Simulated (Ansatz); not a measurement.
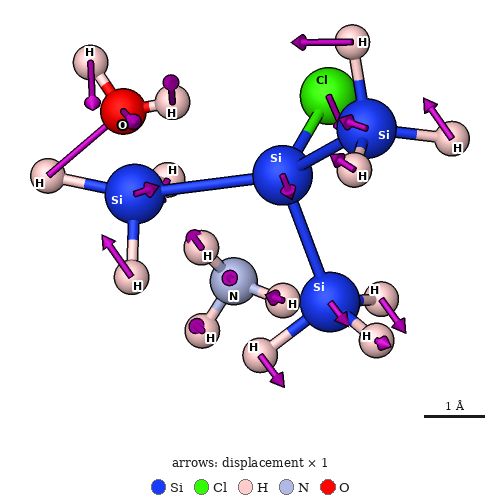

A relaxation of Si$_{4}$NH$_{14}$OCl (started from a transition state, displaced along its imaginary mode). The starting structure is drawn; purple arrows show the displacements, at their true length. The two geometries are superimposed by the best rigid fit.

A ball-and-stick model, seen at a tilt.

The calculation used RKS PBE0-D4/def2-TZVP in Ansatz. Set-up: force threshold 0.005 eV/Å; at most 200 steps.

### What did the optimiser do to the structure, and how much energy did it gain?

The atom that moves furthest after the best rigid fit is an H atom (1.95 Å). By element the largest moves are H 1.95 Å, O 1.63 Å, Cl 0.84 Å, Si 0.63 Å, N 0.55 Å. Among the contacts that change: O–Si 2.013 → 3.502 Å, N–Si 2.901 → 2.566 Å, Si–Si 2.607 → 2.334 Å, H–O 0.858 → 0.962 Å. Among the angles between lasting bonds that change: Si–Si–H 159.8° → 109.2°, Si–Si–Si 144.7° → 117.7°, Si–Si–H 84.1° → 109.5°. Groups turn about Si–Si by about 20°. After 32 accepted moves (33 points after the start) the energy has fallen by 209.8 kJ/mol. Largest force component: 8.2 eV/Å at the start, 0.0034 eV/Å at the end. The line search rejected the trial step at point 12 of the run. The forces were under the threshold at step 27, but the run went on from there. The run took about 110 s of wall time on a shared GPU.
